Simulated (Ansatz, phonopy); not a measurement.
# ZnO (zincite, P6_3mc): a volume series of phonon spectra, part 2 of 3

Aim: how the vibrations of ZnO (zincite) shift with volume, and the expansion that follows.

Ansatz 0.2.0; DFT LDA, scalar-relativistic, plane waves, PAW.

So far, highest frequency (cm⁻¹): step 5 (lattice dynamics at this volume, V/V0 1) 562.

**9. Phonons, V/V0 0.985**

The same q-mesh and k-mesh are kept at every volume, so that much of their error can cancel in the differences.

Contents of input.yaml:

```yaml
crystal:
  lattice:
    - [3.1708743007, 0.0, 0.0]
    - [-1.5854371503, 2.7460576966, 0.0]
    - [0.0, 0.0, 5.126814474]
  atoms:
    - { symbol: Zn, position: [0.3333333333, 0.6666666667, 0.5003164212] }
    - { symbol: Zn, position: [0.6666666667, 0.3333333333, 0.0003164212] }
    - { symbol: O, position: [0.6666666667, 0.3333333333, 0.3786935788] }
    - { symbol: O, position: [0.3333333333, 0.6666666667, 0.8786935788] }
kpoints:
  mp_grid: { grid: [9, 9, 6] }
hamiltonian:
  xc: lda
scf:
  occupations: { method: fixed }
output:
  eigenvalues: true
phonons:
  method: dfpt
  dielectric: true
  rigid_motions: translations
  qmesh: [3, 3, 2]
  temperatures: { t_max: 1000, t_step: 50 }
  qpath:
    path:
      - [[0.0, 0.0, 0.0], [0.5, 0.0, 0.0], [0.33333333, 0.33333333, 0.0], [0.0, 0.0, 0.0], [0.0, 0.0, 0.5], [0.5, 0.0, 0.5], [0.33333333, 0.33333333, 0.5], [0.0, 0.0, 0.5]]
      - [[0.5, 0.0, 0.5], [0.5, 0.0, 0.0]]
      - [[0.33333333, 0.33333333, 0.5], [0.33333333, 0.33333333, 0.0]]
    npoints: 10
```

Run with:

```console
$ ansatz run input.yaml --threads 4 --pin off --max-ram 8192MiB --backend cpu --events-out ev --progress --plain --runs-dir out
```

Wall time 4 min (4 threads of Arm Neoverse V2, shared host); peak memory 1.3 GiB; 15 min of CPU time.

No mode is imaginary beyond numerical noise at the solved wavevectors. The highest zone-centre mode (no LO–TO term) moved by +2.1 % for a volume change of -1.5 %.

**10. Relaxing at fixed volume, V/V0 1.03**

Each volume of the series is relaxed in shape and positions, since modes respond to internal strain as well.

The cell differs from the one that the last finished run ended in (a 3.171 → 3.218 Å, b 3.171 → 3.218 Å, c 5.127 → 5.204 Å).

Contents of input.yaml:

```yaml
crystal:
  lattice:
    - [3.2184444985, 0.0, 0.0]
    - [-1.6092222492, 2.7872546964, 0.0]
    - [0.0, 0.0, 5.2037281438]
  atoms:
    - { symbol: Zn, position: [0.3333333333, 0.6666666667, 0.5003164212] }
    - { symbol: Zn, position: [0.6666666667, 0.3333333333, 0.0003164212] }
    - { symbol: O, position: [0.6666666667, 0.3333333333, 0.3786935788] }
    - { symbol: O, position: [0.3333333333, 0.6666666667, 0.8786935788] }
kpoints:
  mp_grid: { grid: [9, 9, 6] }
hamiltonian:
  xc: lda
scf:
  occupations: { method: fixed }
output:
  forces: true
  stress: true
  eigenvalues: true
relax:
  adjacent_minimum: "off"
  f_tol: 0.001
  max_steps: 60
  cell: { stress_tol: 0.01, fix: [volume] }
```

The job ended after 8.1 s (4 threads; peak memory 0.39 GiB).

Little changed from the start: no atom moved by 0.005 Å and no cell edge by 0.1 %.

**11. Lattice dynamics at this volume, V/V0 1.03**

Contents of input.yaml:

```yaml
crystal:
  lattice:
    - [3.2186234169, 0.0, 0.0]
    - [-1.6093117084, 2.7874096443, 0.0]
    - [0.0, 0.0, 5.2031496252]
  atoms:
    - { symbol: Zn, position: [0.3333333333, 0.6666666667, 0.5002538523] }
    - { symbol: Zn, position: [0.6666666667, 0.3333333333, 0.0002538523] }
    - { symbol: O, position: [0.6666666667, 0.3333333333, 0.3787561477] }
    - { symbol: O, position: [0.3333333333, 0.6666666667, 0.8787561477] }
kpoints:
  mp_grid: { grid: [9, 9, 6] }
hamiltonian:
  xc: lda
scf:
  occupations: { method: fixed }
output:
  eigenvalues: true
phonons:
  method: dfpt
  dielectric: true
  rigid_motions: translations
  qmesh: [3, 3, 2]
  temperatures: { t_max: 1000, t_step: 50 }
  qpath:
    path:
      - [[0.0, 0.0, 0.0], [0.5, 0.0, 0.0], [0.33333333, 0.33333333, 0.0], [0.0, 0.0, 0.0], [0.0, 0.0, 0.5], [0.5, 0.0, 0.5], [0.33333333, 0.33333333, 0.5], [0.0, 0.0, 0.5]]
      - [[0.5, 0.0, 0.5], [0.5, 0.0, 0.0]]
      - [[0.33333333, 0.33333333, 0.5], [0.33333333, 0.33333333, 0.0]]
    npoints: 10
```

Wall time 4.1 min (4 threads); peak memory 1.2 GiB.

No mode is imaginary beyond numerical noise at the solved wavevectors. The highest zone-centre mode (no LO–TO term) moved by -4.1 % for a volume change of +3.0 %.

**12. Relaxing at fixed volume, V/V0 0.97**

The cell differs from the one that the last finished run ended in (a 3.219 → 3.155 Å, b 3.219 → 3.155 Å, c 5.203 → 5.101 Å).

Contents of input.yaml:

```yaml
crystal:
  lattice:
    - [3.1546960891, 0.0, 0.0]
    - [-1.5773480445, 2.7320469544, 0.0]
    - [0.0, 0.0, 5.1006568022]
  atoms:
    - { symbol: Zn, position: [0.3333333333, 0.6666666667, 0.5003164212] }
    - { symbol: Zn, position: [0.6666666667, 0.3333333333, 0.0003164212] }
    - { symbol: O, position: [0.6666666667, 0.3333333333, 0.3786935788] }
    - { symbol: O, position: [0.3333333333, 0.6666666667, 0.8786935788] }
kpoints:
  mp_grid: { grid: [9, 9, 6] }
hamiltonian:
  xc: lda
scf:
  occupations: { method: fixed }
output:
  forces: true
  stress: true
  eigenvalues: true
  write_density: true
  write_potential: true
  elf: true
  volumetric_format: npy
relax:
  adjacent_minimum: "off"
  f_tol: 0.001
  max_steps: 60
  cell: { stress_tol: 0.01, fix: [volume] }
```

Wall time 6.9 s (4 threads); peak memory 0.39 GiB.

Little changed from the start: no atom moved by 0.005 Å and no cell edge by 0.1 %.

**13. Lattice dynamics at this volume, V/V0 0.97**

Contents of input.yaml:

```yaml
crystal:
  lattice:
    - [3.1544166071, 0.0, 0.0]
    - [-1.5772083035, 2.7318049159, 0.0]
    - [0.0, 0.0, 5.1015606808]
  atoms:
    - { symbol: Zn, position: [0.3333333333, 0.6666666667, 0.5003808841] }
    - { symbol: Zn, position: [0.6666666667, 0.3333333333, 0.0003808841] }
    - { symbol: O, position: [0.6666666667, 0.3333333333, 0.3786291159] }
    - { symbol: O, position: [0.3333333333, 0.6666666667, 0.8786291159] }
kpoints:
  mp_grid: { grid: [9, 9, 6] }
hamiltonian:
  xc: lda
scf:
  occupations: { method: fixed }
output:
  eigenvalues: true
phonons:
  method: dfpt
  dielectric: true
  rigid_motions: translations
  qmesh: [3, 3, 2]
  temperatures: { t_max: 1000, t_step: 50 }
  qpath:
    path:
      - [[0.0, 0.0, 0.0], [0.5, 0.0, 0.0], [0.33333333, 0.33333333, 0.0], [0.0, 0.0, 0.0], [0.0, 0.0, 0.5], [0.5, 0.0, 0.5], [0.33333333, 0.33333333, 0.5], [0.0, 0.0, 0.5]]
      - [[0.5, 0.0, 0.5], [0.5, 0.0, 0.0]]
      - [[0.33333333, 0.33333333, 0.5], [0.33333333, 0.33333333, 0.0]]
    npoints: 10
```

Run time: 3.9 min. Hardware: 4 threads; peak memory 1.3 GiB.

LO-TO term included. Phonon branches along the path, in cm⁻¹:

```
    point  branch 1  branch 2  branch 3  branch 4  branch 9  branch 10  branch 11  branch 12
        Γ         0         0         0        84       468        468        577        581
        M        82       122       138       164       519        531        577        579
        K       138       141       141       178       518        551        551        563
        Γ         0         0         0        84       468        468        577        581
        A        64        64        64        64       451        451        579        579
        L       110       110       114       114       497        497        584        584
        H        90        90       162       162       542        542        562        562
        A        64        64        64        64       451        451        579        579
jump to L       110       110       114       114       497        497        584        584
        M        82       122       138       164       519        531        577        579
jump to H        90        90       162       162       542        542        562        562
        K       138       141       141       178       518        551        551        563
```

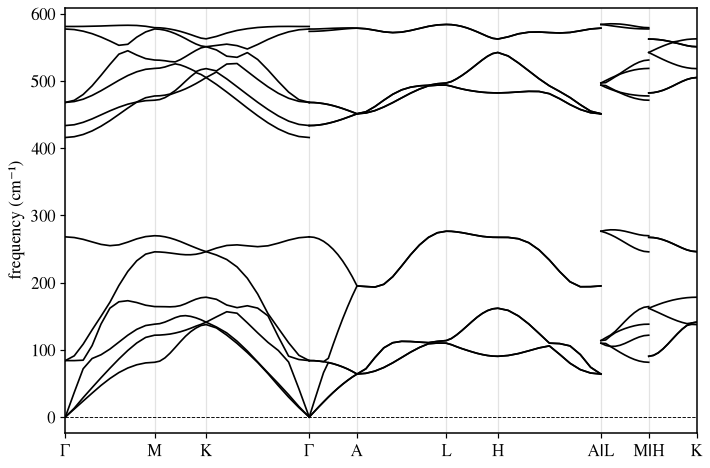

Phonon branches along the path.

No mode is imaginary beyond numerical noise at the solved wavevectors. The highest zone-centre mode (no LO–TO term) moved by +4.3 % for a volume change of -3.0 %.

**14. Relaxing at fixed volume, V/V0 1.05**

The cell differs from the one that the last finished run ended in (a 3.154 → 3.239 Å, b 3.154 → 3.239 Å, c 5.102 → 5.237 Å).

Contents of input.yaml:

```yaml
crystal:
  lattice:
    - [3.2391424596, 0.0, 0.0]
    - [-1.6195712298, 2.8051796565, 0.0]
    - [0.0, 0.0, 5.2371935532]
  atoms:
    - { symbol: Zn, position: [0.3333333333, 0.6666666667, 0.5003164212] }
    - { symbol: Zn, position: [0.6666666667, 0.3333333333, 0.0003164212] }
    - { symbol: O, position: [0.6666666667, 0.3333333333, 0.3786935788] }
    - { symbol: O, position: [0.3333333333, 0.6666666667, 0.8786935788] }
kpoints:
  mp_grid: { grid: [9, 9, 6] }
hamiltonian:
  xc: lda
scf:
  occupations: { method: fixed }
output:
  forces: true
  stress: true
  eigenvalues: true
  write_density: true
  write_potential: true
  elf: true
  volumetric_format: npy
relax:
  adjacent_minimum: "off"
  f_tol: 0.001
  max_steps: 60
  cell: { stress_tol: 0.01, fix: [volume] }
```

The job ended after 6.1 s (4 threads; peak memory 0.4 GiB).

**15. Lattice dynamics at this volume, V/V0 1.05**

Contents of input.yaml:

```yaml
crystal:
  lattice:
    - [3.2394738833, 0.0, 0.0]
    - [-1.6197369416, 2.8054666778, 0.0]
    - [0.0, 0.0, 5.2361219958]
  atoms:
    - { symbol: Zn, position: [0.3333333333, 0.6666666667, 0.5002109917] }
    - { symbol: Zn, position: [0.6666666667, 0.3333333333, 0.0002109917] }
    - { symbol: O, position: [0.6666666667, 0.3333333333, 0.3787990083] }
    - { symbol: O, position: [0.3333333333, 0.6666666667, 0.8787990083] }
kpoints:
  mp_grid: { grid: [9, 9, 6] }
hamiltonian:
  xc: lda
scf:
  occupations: { method: fixed }
output:
  eigenvalues: true
phonons:
  method: dfpt
  dielectric: true
  rigid_motions: translations
  qmesh: [3, 3, 2]
  temperatures: { t_max: 1000, t_step: 50 }
  qpath:
    path:
      - [[0.0, 0.0, 0.0], [0.5, 0.0, 0.0], [0.33333333, 0.33333333, 0.0], [0.0, 0.0, 0.0], [0.0, 0.0, 0.5], [0.5, 0.0, 0.5], [0.33333333, 0.33333333, 0.5], [0.0, 0.0, 0.5]]
      - [[0.5, 0.0, 0.5], [0.5, 0.0, 0.0]]
      - [[0.33333333, 0.33333333, 0.5], [0.33333333, 0.33333333, 0.0]]
    npoints: 10
```

Run time: 4.2 min. Hardware: 4 threads; peak memory 1.3 GiB; 16 min of CPU time.

No mode is imaginary beyond numerical noise at the solved wavevectors. The highest zone-centre mode (no LO–TO term) moved by -6.6 % for a volume change of +5.0 %.

**16. How the modes move with volume**

This step: DFT LDA, scalar-relativistic, plane waves, PAW (phonopy 4.10.0).

Numbers from this step:

- share of modes with a negative Grüneisen parameter: 0.331

Mean Grüneisen, by row:

```
T (K)  heat-capacity-weighted mean  root mean square
   50                       -0.981             1.308
  100                       -0.412             1.226
  200                        0.274             1.353
  300                        0.503             1.404
  500                        0.633             1.432
  800                        0.679             1.442
```

Table of mean mode Grueneisen parameter by wavenumber:

```
wavenumber (cm⁻¹)  mean mode Grueneisen parameter
                9                           -1.94
               66                           -1.72
              122                          -0.741
              197                            1.07
              253                            1.15
              309                               -
              366                               -
              440                            1.94
              497                            1.72
              553                            1.35
```

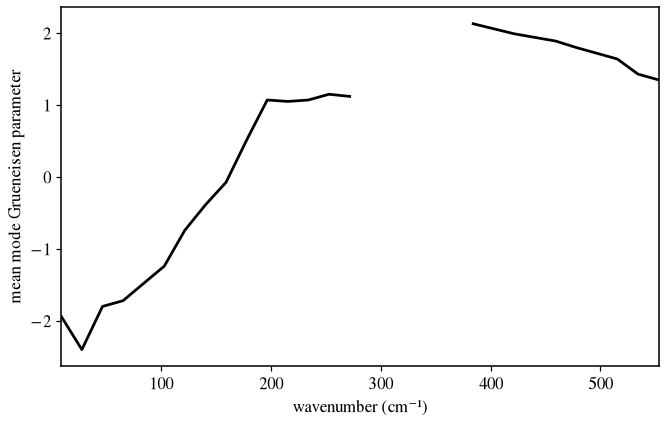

Mean mode Grueneisen parameter, plotted against wavenumber.

Volume series, by row:

```
 V/V0  V (Å³/atom)  pressure (GPa)  E - E0 (meV/atom)  gap (eV)  zero-point energy (meV/atom)  lowest on the path (cm⁻¹)  highest at Gamma without the LO-TO term (cm⁻¹)
 0.97        10.99           5.248              5.437     0.847                         62.51                          0                                           577.3
0.985        11.16            2.52              1.307     0.824                         61.31                          0                                           564.9
    1        11.33               0                  0     0.801                         60.13                          0                                           553.2
1.015         11.5          -2.324              1.233     0.777                         58.96                          0                                           541.7
 1.03        11.67          -4.461               4.89     0.755                         57.81                          0                                           530.8
 1.05         11.9          -7.046              12.99     0.724                         56.32                          0                                           516.9
```

Table of optical frequency at Gamma without the LO-TO term by V/V0:

```
  V/V0  mode 4 (cm⁻¹)  mode 6 (cm⁻¹)  mode 7 (cm⁻¹)  mode 8 (cm⁻¹)  mode 10 (cm⁻¹)  mode 12 (cm⁻¹)
0.9700           84.0            268            416            434             468             577
0.9850           87.3            265            403            421             455             565
1.0000           90.1            261            390            409             441             553
1.0150           92.5            258            378            397             429             542
1.0300           94.6            254            366            385             416             531
1.0500           97.0            249            350            370             400             517
```

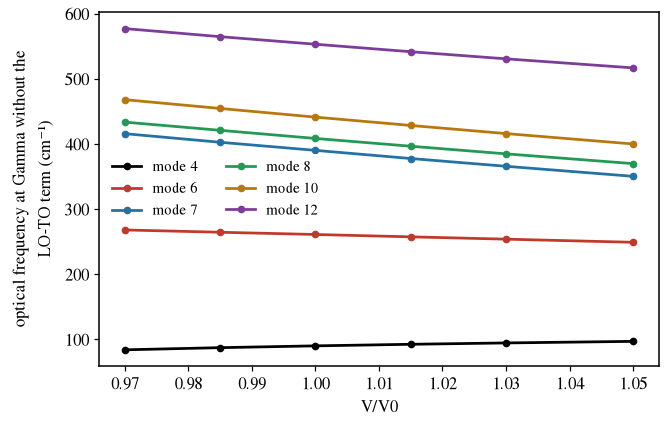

Optical frequency at Gamma without the LO-TO term, plotted against V/V0.

Grüneisen at points, by row, the first 40 of 43 rows:

```
point  branch  frequency (cm⁻¹)  mode Grüneisen parameter
    Γ       4              90.1                     -1.92
    Γ       6             261.1                       0.9
    Γ       7             390.3                      2.13
    Γ       8             408.6                      1.99
    Γ       9             441.3                      1.97
    Γ      11             553.2                      1.39
    Γ      12             558.1                      1.34
    M       1              87.6                     -1.98
    M       2             123.6                     -0.35
    M       3             142.5                     -0.77
    M       4             165.4                     -0.04
    M       5             239.4                      0.87
    M       6             259.6                      1.27
    M       7             444.5                      1.97
    M       8             451.1                       1.9
    M       9             491.4                      1.79
    M      10             505.4                      1.65
    M      11             553.5                       1.4
    M      12             556.2                      1.33
    K       1             140.4                     -0.51
    K       2             143.5                     -0.35
    K       4             179.6                     -0.09
    K       5             236.6                       1.3
    K       7             478.5                      1.79
    K       9               492                      1.74
    K      10             527.5                      1.44
    K      12             536.1                      1.59
    A       1              68.3                     -1.79
    A       5             188.8                      1.12
    A       7             425.1                      1.99
    A      11             556.2                       1.3
    L       1             114.3                     -1.03
    L       3             118.7                     -1.12
    L       5               268                      1.05
    L       7             467.2                      1.84
    L       9             469.9                      1.87
    L      11             560.8                      1.34
    H       1              97.5                     -2.03
    H       3             163.6                     -0.21
    H       5             258.3                      1.15
```

**17. Free-energy fit**

This step gave:

| Quantity | Value |
| --- | --- |
| volume expansion coefficient at 300 K | 10.54 1e-6/K |
| isothermal bulk modulus at 300 K | 152.4 GPa |
| C_P at 300 K | 19.96 J/mol-atom/K |
| Grüneisen parameter at 300 K | 0.555 |

(Continued in part 3 of 3.)

[Logs are printed without paths, hosts, clocks, repeated set-up lines and the standing remarks that a program may print on its own settings, such as how far it seeks lower states.]

[Hosts, paths, dates, database ids (printed as entryN), source tags and the programs' standing remarks are cut or masked in the printed files.]

[A step with changed settings may run another functional than the one named; its input shows which.]

[Of the runs on displaced cells, only some may be shown.]
